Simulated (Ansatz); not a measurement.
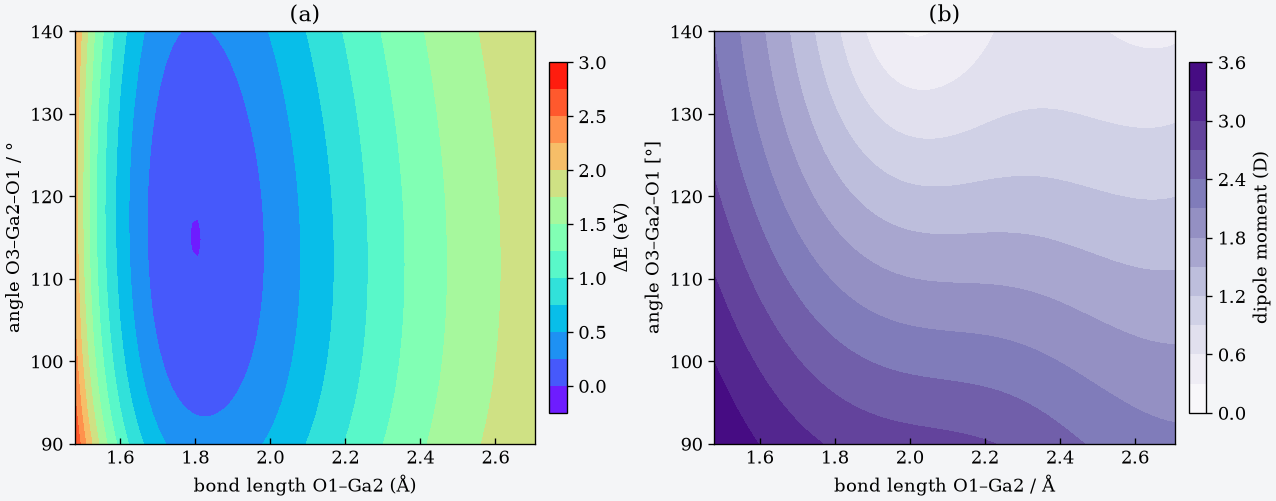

GaH2O2, SMILES [OH][Ga][OH], spin multiplicity 2. First axis: bond length O1–Ga2. Second axis: angle O3–Ga2–O1. Nothing is relaxed (all other coordinates rigid). The grid has 11 × 11 points. Points are written as (first, second). Energies: eV, counted from the relaxed molecule at the same level. Level of theory: UKS PBE0-D4/def2-TZVP (Ansatz 0.2.0).

Panel (a) is the energy; panel (b) is the computed dipole moment, in D.

Drawn: filled contours. Between grid points the surface is interpolated.

### How does the dipole moment vary over the map, and what is it at the lowest grid point?

Leaving out the highest fifth of the energies, it runs from 0.31 D at (1.970 Å, 140°) to 3.29 D at (1.602 Å, 90°). At the lowest grid point, (1.848 Å, 115°), it is 1.74 D.
